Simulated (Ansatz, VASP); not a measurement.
## Y: VASP beside Ansatz

Wanted: the spread between two codes on one cell, functional and k mesh. The cell is a member of a volume series, scaled by 1.02 from a relaxed one, so a pressure remains.

Main program and level: Ansatz 0.2.0; plane waves, with VASP 6.6.1 beside it; single point at PBEsol and electric field gradients at PBEsol.

### Step 1. Set-up

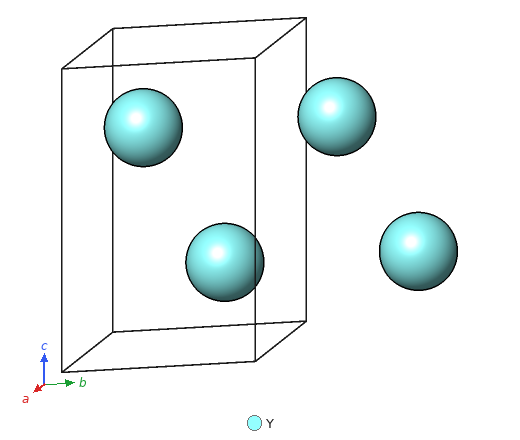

Start, viewed slightly off an axis; yttrium teal. 1×2×1 cells are drawn.

Structure file:

```cif
data_structure
_symmetry_space_group_name_H-M 'P6_3/mmc'
_symmetry_Int_Tables_number 194
_cell_length_a 3.6278
_cell_length_b 3.6278
_cell_length_c 5.6104
_cell_angle_alpha 90.000
_cell_angle_beta 90.000
_cell_angle_gamma 120.000
_cell_volume 63.94
loop_
_atom_site_label
_atom_site_type_symbol
_atom_site_symmetry_multiplicity
_atom_site_Wyckoff_symbol
_atom_site_fract_x
_atom_site_fract_y
_atom_site_fract_z
_atom_site_occupancy
Y1 Y 2 c 0.33333 0.66667 0.25000 1
```

### Step 2. Ansatz: single point, PBEsol

Ansatz runs on its default PAW (the set named soft_2) files.

With cell and atoms fixed, the geometry can't cause a difference; cores, projectors, grids and the points listed under the comparison can.

The input, input.yaml:

```yaml
crystal:
  lattice:
    - [3.6277802888, 0.0, 0.0]
    - [-1.8138901444, 3.1417498895, 0.0]
    - [0.0, 0.0, 5.6103680555]
  atoms:
    - { symbol: "Y", position: [0.3333333333, 0.6666666667, 0.25] }
    - { symbol: "Y", position: [0.6666666667, 0.3333333333, 0.75] }
hamiltonian:
  xc: pbesol
  pseudopotentials: { kind: paw }
kpoints:
  mp_grid: { grid: [7, 7, 4] }
scf:
  occupations: { method: methfessel_paxton, width: 0.2 }
  n_extra_bands: 4
output:
  forces: true
  stress: true
  eigenvalues: true
```

Command:

```
$ ansatz run input.yaml --threads 2 --pin off --max-ram 4608MiB --backend cpu --events-out ev --progress --plain --runs-dir out
```

Numbers of over 12 decimals in the logs are rounded to 6 here.

Output:

```text
scf.n_extra_bands = 4 over 11 filled bands (N_el = 22.0): the run solves 15 bands
Engine: ansatz 0.2.0, aarch64-unknown-linux-gnu
Pseudopotentials: kind: paw
Pseudopotential: Y, paw, valence charge 11, recommended cutoff 420 eV (normal), Y.paw.azcp
Functional definition: PBEsol
  exchange = pbesol_x
  correlation = pbesol_c
Crystal: 2 atoms, lattice volume = 63.945 Å³
Basis set: ecut = 420 eV, 1243 PW (Γ), exchange–correlation on 50×50×80 points (8 copies of the dense FFT grid, shifted against one another)
Bands: 15, of which v1, the nominal top of the filled ones, is band 11 counted from 1 (10 counted from 0)
Symmetry: 24 space group operations
Space group: P63/mmc (ITA 194), of the structure as read, at distance tolerance 4.0e-5 Å
k-points: 24 of 196
Non-local potential: Y, projectors of the file, l = 0: 3, l = 1: 2, l = 2: 2, l = 3: 1
PAW form: soft (Blöchl's): semilocal exchange-correlation on the pseudo side does not see the compensation charge
PAW frozen core: Y, regenerated for the run's functional, and the local potential with it (the file was generated under x = pbe(κ = 0.804, μ = 0.219515), c = pbe(β = 0.066725))
PAW one-centre angular grid: Y, 590 points (default); XC on 64 Gauss nodes
Initial density: superposition of atomic densities (neutral atoms: chi_scale 0, normalization atom), corrected by the library's trained network
Initial wavefunctions: pseudopotential atomic-orbital guess
Functional: x = pbesol(κ = 0.804, μ = 0.123457), c = pbesol(β = 0.046)
SCF iter   1: F=—  HF=-7590.148897 eV  |F-HF|=—  |Δ(HF+E_count)|=         —  Δρ=2.63e-3  dr2=4.17e-3  ethr=1.77e-3  ⟨swp⟩=4.8  Hψ=1585  notcnv=0
preconditioner: auto → Kerker (q_TF=auto, 2.284 Å⁻¹)  [metal: Δε(μ)=0.031 eV  Ē_g=2.594 eV  σ=0.200 eV  W_gap=0.13  n_scr=10 (ndim 8)  ℏωp=11.4 eV  f_vac=0.000  D(μ)=3.42/eV (n_scr^D=34)]
SCF iter   2: F=—  HF=-7590.147951 eV  |F-HF|=—  |Δ(HF+E_count)|=   9.46e-4  S|Δr|=    0.00e0  Δρ=1.51e-3  dr2=1.47e-3  ethr=1.89e-5  ⟨swp⟩=2.6  Hψ=752  notcnv=0
SCF iter   3: F=—  HF=-7590.147648 eV  |F-HF|=—  |Δ(HF+E_count)|=   3.04e-4  S|Δr|=    0.00e0  Δρ=2.53e-4  dr2=7.12e-5  ethr=6.70e-6  ⟨swp⟩=1.8  Hψ=410  notcnv=0
SCF iter   4: F=—  HF=-7590.147626 eV  |F-HF|=—  |Δ(HF+E_count)|=   2.18e-5  S|Δr|=    0.00e0  Δρ=9.84e-5  dr2=4.84e-6  ethr=3.24e-7  ⟨swp⟩=2.7  Hψ=551  notcnv=0
SCF iter   5: F=—  HF=-7590.147625 eV  |F-HF|=—  |Δ(HF+E_count)|=   7.12e-7  S|Δr|=    0.00e0  Δρ=1.52e-5  dr2=1.24e-7  ethr=2.20e-8  ⟨swp⟩=2.0  Hψ=603  notcnv=0
SCF iter   6: F=-7590.147625 eV  HF=-7590.147625 eV  |F-HF|=2.97e-9  |Δ(HF+E_count)|=   2.51e-8  S|Δr|=    0.00e0  Δρ=3.33e-6  dr2=5.83e-9  ethr=4.55e-10  ⟨swp⟩=4.6  Hψ=1340  notcnv=0
SCF 1 converged in 6 iterations: F = -7590.147625 eV  dr2 = 5.83e-9
  greatest PAW one-centre occupation: 0.993 electrons in one spin orbital (limit 2), on the Y atom at site 1 (counted from 0), in its partial waves of l = 0
SCF converged after 6 iterations
Stability not checked: this state was not tested for a lower state beside it, because cold or Methfessel-Paxton smearing, or corrected tetrahedra, fill the levels in a way that the test cannot read (fill_not_monotonic; see scf.lower_state_search)
Free energy (F): -7590.147625 eV
Harris-Foulkes:  -7590.147625 eV  (|F-HF|=2.97e-9)
Internal energy: -7590.148600 eV  (E = F + TS)
E sigma→0 (E₀):  -7590.147869 eV
Entropy (-TS):   0.000975 eV (0.488 meV/atom)
Fermi energy:    9.531001 eV
--- Per-component energies (eV) ---
  E_band       = -237.632884
  E_kinetic    = 609.295456
  E_local      = -1211.917917  (includes V_loc(G=0)·N_el)
  E_nonlocal   = 103.587795
  E_hartree    = 383.088425
  E_xc         = -342.714301
  E_vxc        = -395.383531  (∫ρ·V_xc dr)
  E_paw        = -5546.934098  (= ΣΔE_a)
  E_vpaw       = -109.389218  (= ΣTr[D̂ρ^β])
  E_aug_tail   = 0.000005  (compensation charges beyond the density's cutoff)
  E_ewald      = -1584.851512
  E_core_change = 0.297546  (= ΣΔE_core)
  E_smearing   = 0.000975  (= −TS)
  E_closure    = -0.000000  (closes the sum)
  Σ components = -7590.147625   (vs F -7590.147625, Δ=0.00e0)
--- Forces (eV/Å), atoms counted from 1 ---
  atom   1  Y     -0.00000000    -0.00000000     0.00000000
  atom   2  Y     -0.00000000     0.00000000     0.00000000
  max |Σ_I F_I| component: 1.85e-17 eV/Å
--- Stress (GPa, compression-positive) ---
       -0.700176       0.000000       0.000000
       -0.000000      -0.700176       0.000000
        0.000000       0.000000      -0.741183
  P = ⅓ Tr σ = -0.7138 GPa (-7.138 kbar)
--- Band table (eV; the first three rows and the last of 24) ---
  k-point 0: bands = [... 7 lower, -12.6577, 4.8211, 7.6385, 10.5987, 11.2550, 11.2550, 11.6978, 11.9087]
  k-point 1: bands = [... 7 lower, -12.7283, 5.2409, 7.3462, 10.2993, 11.0849, 11.0849, 11.3006, 11.5790]
  k-point 2: bands = [... 7 lower, -12.7658, 6.3096, 6.3096, 10.5364, 10.5364, 11.1517, 11.1517, 11.1517]
  k-point 23: bands = [... 7 lower, -12.7759, 8.6429, 8.6429, 9.5560, 9.5560, 9.9907, 9.9907, 12.2245]
```

Wall time 1.4 s (2 threads of Arm Neoverse N1, shared host); peak memory 0.29 GiB; 2.2 s of CPU time.

The run ends at a pressure of -0.71 GPa.

### Step 3. VASP: single point, PBEsol

The same cell, functional, mesh and smearing now go to VASP, with its own data sets and cutoff.

Lines of VASP's logs that name or quote its potential files are left out, and so is its time.

The input, INCAR:

```
SYSTEM = Y
PREC = Accurate
ENCUT = 400
EDIFF = 1E-06
NELM = 100
ISMEAR = 1
SIGMA = 0.2
LREAL = .FALSE.
ALGO = Normal
GGA = PS
NBANDS = 17
LASPH = .TRUE.
LORBIT = 11
LWAVE = .FALSE.
LCHARG = .FALSE.
KPAR = 2
ISIF = 2
```

The input, POSCAR:

```
Y
1.0
    3.6277802888      0.0000000000      0.0000000000
   -1.8138901444      3.1417498895      0.0000000000
    0.0000000000      0.0000000000      5.6103680555
Y
2
Direct
    0.3333333333      0.6666666667      0.2500000000
    0.6666666667      0.3333333333      0.7500000000
```

The input, KPOINTS:

```
Automatic mesh
0
Gamma
7 7 4
0 0 0
```

Potentials, in the order of the species: Y_sv (PBE family, release 64).

Command:

```
$ mpirun -np 2 vasp_std
```

Output:

```text
[banner, memory and clock lines left out]
running    2 mpi-ranks, on    1 nodes
 distrk:  each k-point on    1 cores,    2 groups
 distr:  one band on    1 cores,    1 groups

 POSCAR found type information on POSCAR Y
 POSCAR found :  1 types and       2 ions
|                                                                             |
|               ----> ADVICE to this user running VASP <----                  |
|                                                                             |
|     You enforced a specific xc type in the INCAR file but a different       |
|     [... a line on the potential file left out ...]
|     I HOPE YOU KNOW WHAT YOU ARE DOING!                                     |
|                                                                             |

 LDA part: xc-table for (Slater+PW92), standard interpolation
 POSCAR, INCAR and KPOINTS ok, starting setup
 FFT: planning ... GRIDC
 FFT: planning ... GRID_SOFT
 FFT: planning ... GRID
 WAVECAR not read
 entering main loop
       N       E                     dE             d eps       ncg     rms          rms(c)
DAV:   1     0.748055013295E+02    0.74806E+02   -0.10111E+04   824   0.103E+03
DAV:   2    -0.732789359617E+01   -0.82133E+02   -0.80811E+02  1035   0.232E+02
DAV:   3    -0.139267751551E+02   -0.65989E+01   -0.65563E+01  1460   0.406E+01
DAV:   4    -0.140967142493E+02   -0.16994E+00   -0.16987E+00  1013   0.690E+00
DAV:   5    -0.141016115644E+02   -0.48973E-02   -0.48968E-02  1153   0.826E-01    0.340E+01
DAV:   6    -0.137236715502E+02    0.37794E+00   -0.46474E-01   878   0.431E+00    0.212E+01
DAV:   7    -0.136549573752E+02    0.68714E-01   -0.91552E-01  1049   0.554E+00    0.187E+00
DAV:   8    -0.136417551964E+02    0.13202E-01   -0.17325E-01   993   0.249E+00    0.116E+00
DAV:   9    -0.136409576095E+02    0.79759E-03   -0.48543E-03  1160   0.444E-01    0.483E-01
DAV:  10    -0.136410920438E+02   -0.13443E-03   -0.17700E-03   906   0.388E-01    0.297E-01
DAV:  11    -0.136410475514E+02    0.44492E-04   -0.98796E-05  1185   0.853E-02    0.520E-02
DAV:  12    -0.136410432571E+02    0.42943E-05   -0.29819E-05   900   0.476E-02    0.180E-02
DAV:  13    -0.136410460016E+02   -0.27445E-05   -0.55894E-06   894   0.209E-02    0.343E-03
DAV:  14    -0.136410461015E+02   -0.99939E-07   -0.16080E-07   519   0.326E-03
   1 F= -.13641046E+02 E0= -.13641351E+02  d E =0.915823E-03
```

Parts of OUTCAR (step 3):

```text
ion  position               nearest neighbor table
   1  0.333  0.667  0.250-   2 3.50   2 3.50   2 3.50   2 3.50   2 3.50   2 3.50
   2  0.667  0.333  0.750-   1 3.50   1 3.50   1 3.50   1 3.50   1 3.50   1 3.50

  LATTYP: Found a hexagonal cell.
 ALAT       =     3.6277802888
 C/A-ratio  =     1.5465016095

 Subroutine GETGRP returns: Found 24 space group operations
 (whereof 12 operations were pure point group operations)

The static configuration has the point symmetry D_3d.
 The point group associated with its full space group is D_6h.

 Found     24 irreducible k-points:

   k-points           NKPTS =     24   k-points in BZ     NKDIM =     24   number of bands    NBANDS=     17

   dimension x,y,z NGX =    24 NGY =   24 NGZ =   40
   dimension x,y,z NGXF=    48 NGYF=   48 NGZF=   80

   ENCUT  =  400.0 eV  29.40 Ry    5.42 a.u.   5.92  5.92  9.15*2*pi/ulx,y,z

   NELECT =      22.0000    total number of electrons

 k-points in reciprocal lattice and weights: Automatic mesh
   0.00000000  0.00000000  0.00000000       0.005
   0.14285714 -0.00000000  0.00000000       0.031
   0.28571429  0.00000000  0.00000000       0.031
   0.42857143 -0.00000000  0.00000000       0.031
   0.14285714  0.14285714  0.00000000       0.031
   0.28571429  0.14285714  0.00000000       0.061
   0.42857143  0.14285714  0.00000000       0.031
   0.28571429  0.28571429  0.00000000       0.031
   0.00000000  0.00000000  0.25000000       0.010
[...]
0.42857143  0.14285714  0.50000000       0.031
   0.28571429  0.28571429  0.50000000       0.031

 average (electrostatic) potential at core
       1 -37.3737       2 -37.3737

 E-fermi :   3.0234

 k-point     1 :       0.0000    0.0000    0.0000
  band No.  band energies     occupation
    ...
      6     -19.2425      2.00000
      7     -19.2425      2.00000
      8     -19.1872      2.00000
      9      -1.7301      2.00000
     10       1.1168      2.00000
     11       4.0984     -0.00000
     12       4.7452     -0.00000
     13       4.7452     -0.00000
     14       5.1877     -0.00000
     15       5.3982     -0.00000
    ...

 k-point     2 :       0.1429   -0.0000    0.0000
  band No.  band energies     occupation
    ...
      6     -19.3203      2.00000
      7     -19.2516      2.00000
      8     -19.2074      2.00000
      9      -1.2959      2.00000
     10       1.5056      2.00000
     11       3.6323     -0.00015
     12       3.9902     -0.00000
     13       4.9771     -0.00000
     14       5.1541     -0.00000
     15       5.3361     -0.00000
    ...

 k-point     3 :       0.2857    0.0000    0.0000
  band No.  band energies     occupation
    ...
      7     -19.2752      2.00000
      8     -19.2667      2.00000
      9      -0.1753      2.00000
     10       2.1219      2.00000
     11       2.7942      2.06878
     12       3.2196     -0.04610
     13       4.5549     -0.00000
     14       4.8212     -0.00000
     15       4.8248     -0.00000
     16       6.3117     -0.00000
    ...

  Total       -0.3334632     -0.3334632     -0.3497634      0.0000000      0.0000000      0.0000000
  in kB       -8.3551569     -8.3551569     -8.7635698      0.0000000      0.0000000      0.0000000
  external PRESSURE =      -8.4912945 kB  Pullay stress =       0.0000000 kB

  energy-cutoff  :      400.00
  volume of cell :       63.94
      direct lattice vectors                 reciprocal lattice vectors
     3.627780289  0.000000000  0.000000000     0.275650651  0.159146978  0.000000000
    -1.813890144  3.141749889  0.000000000     0.000000000  0.318293956  0.000000000
     0.000000000  0.000000000  5.610368056     0.000000000  0.000000000  0.178241426

 POSITION                                       TOTAL-FORCE (eV/Angst)
 -----------------------------------------------------------------------------------
     -0.00000      2.09450      1.40259         0.000000      0.000000      0.000000
      1.81389      1.04725      4.20778        -0.000000     -0.000000      0.000000
 -----------------------------------------------------------------------------------
    total drift:                               -0.000000      0.000000     -0.000000

  FREE ENERGIE OF THE ION-ELECTRON SYSTEM (eV)
  ---------------------------------------------------
  free  energy   TOTEN  =       -13.6410461015 eV

  energy  without entropy=      -13.6419619249  energy(sigma->0) =      -13.64135138

 total charge
# of ion       s       p       d       f       tot
--------------------------------------------------
    1        2.287   6.233   0.938   0.007   9.465
    2        2.287   6.233   0.938   0.007   9.465
--------------------------------------------------
tot          4.573  12.466   1.877   0.014  18.929

[... 3 further parts left out ...]
```

The run ends at a pressure of -0.85 GPa.

### Step 4. Differences

Known differences besides the PAW data sets themselves: the cutoff is 420 eV in Ansatz and 400 eV in VASP; Ansatz makes its cores anew for this functional, VASP keeps those of its PBE data sets. Total energies have different zeros and are not compared.

Compared:

| quantity | Ansatz | VASP | difference |
| --- | --- | --- | --- |
| pressure (GPa) | -0.71 | -0.85 | +0.14 |

(Continued in part 2 of 2.)

[Lines on the potential files, build, host, timing and source positions are cut from VASP's logs without a mark.]

[Logs are printed without paths, hosts, clocks, repeated set-up lines and the standing remarks that a program may print on its own settings, such as how far it seeks lower states.]

[Hosts, paths, dates, database ids (printed as entryN), source tags and the programs' standing remarks are cut or masked in the printed files.]
